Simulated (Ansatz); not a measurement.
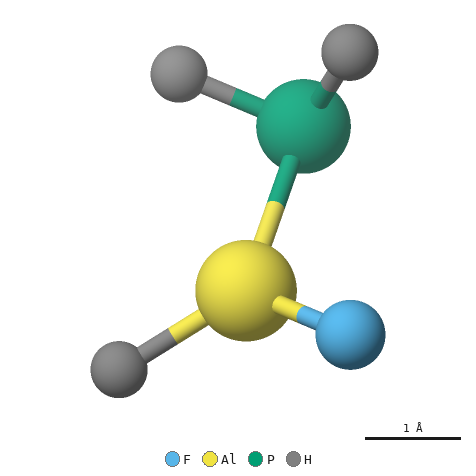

The picture shows a molecular structure as a ball-and-stick model. Every bond is drawn as one stick, whatever its order.

The computed structure is the end point of a PBE0-D4/def2-TZVP optimisation.

Describe the molecule.

Formula AlFH₃P. As SMILES it reads `[F][AlH][PH2]`. This geometry has C1 symmetry. Coordination: 1 Al trigonal planar; 1 P trigonal pyramidal.

More results for the same structure follow; atom numbers are the same in all pictures, views and colours differ.

Shape

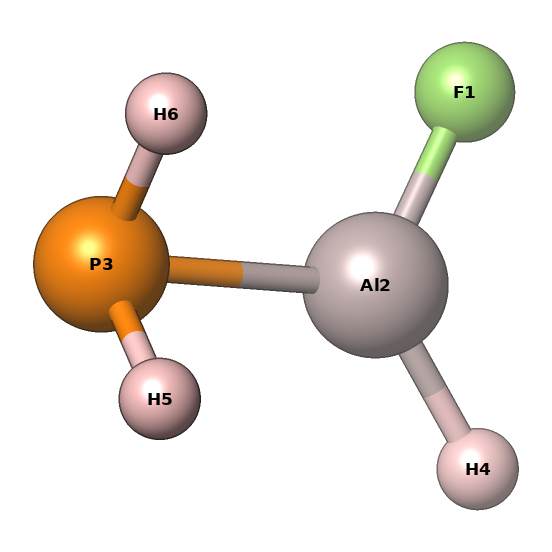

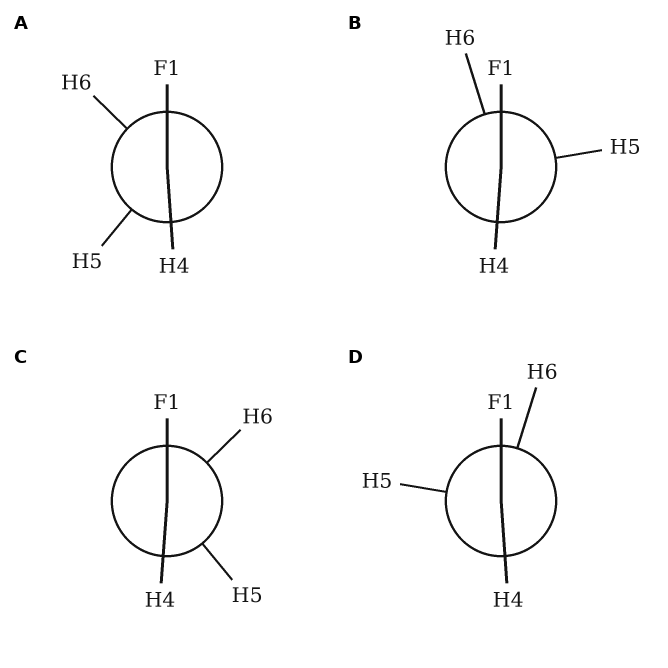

Depth is shown by fading: the farther an atom, the more it takes the colour of the background. Bonds that would overlap in a projection are set slightly apart.

Which Newman projection shows the view along Al2–P3, with Al2 in front?

A. The torsion angle F1–Al2–P3–H5 is −140°, anticlinal.

Dipole moment

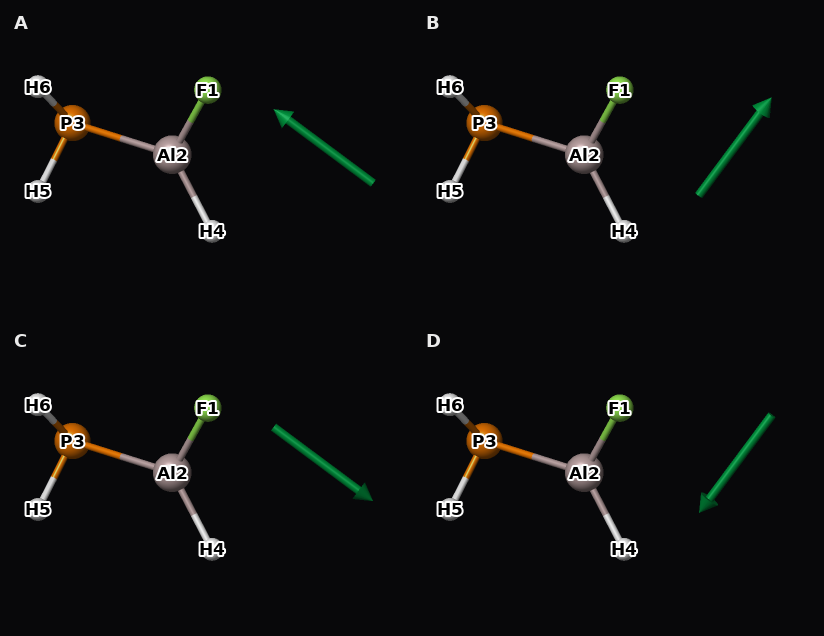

The same molecule four times, each with an arrow. Properties computed with RKS PBE0-D4/def2-TZVP (Ansatz 0.2.0).

Which arrow points along the dipole moment, from the negative to the positive end?

D. The dipole moment is 1.39 D; it points from the side of F1 to the side of H5 (the outermost atoms at the two ends).

Charges

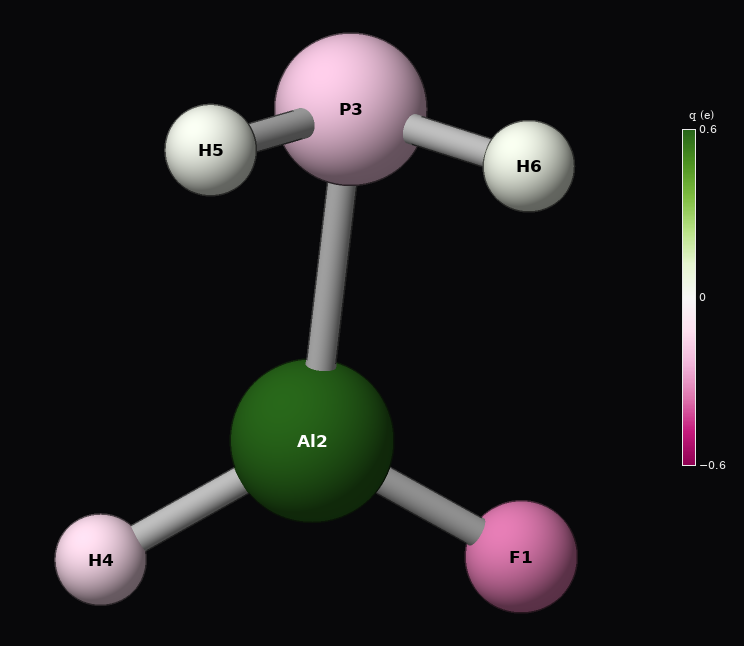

Atoms are coloured by their Mulliken charges. Method: RKS B3LYP-D4/def2-TZVPP (Ansatz 0.2.0).

Which atom carries the highest charge (most positive or least negative)?

Al2 (0.60 e).

And the lowest?

F1 (−0.35 e).

Give the Mulliken charges atom by atom.

```csv
atom,value (e)
F1,−0.35
Al2,0.60
P3,−0.19
H4,−0.14
H5,0.04
H6,0.04
```

Electronic properties

Method: RKS SPW92 (LDA)/def2-TZVPP (Ansatz 0.2.0).

Give the HOMO–LUMO gap at this level.

4.39 eV.

Give the HOMO energy (Kohn–Sham orbital) at this level.

−6.62 eV.

Mulliken values depend strongly on the basis set and can even reverse the polarity of a bond.
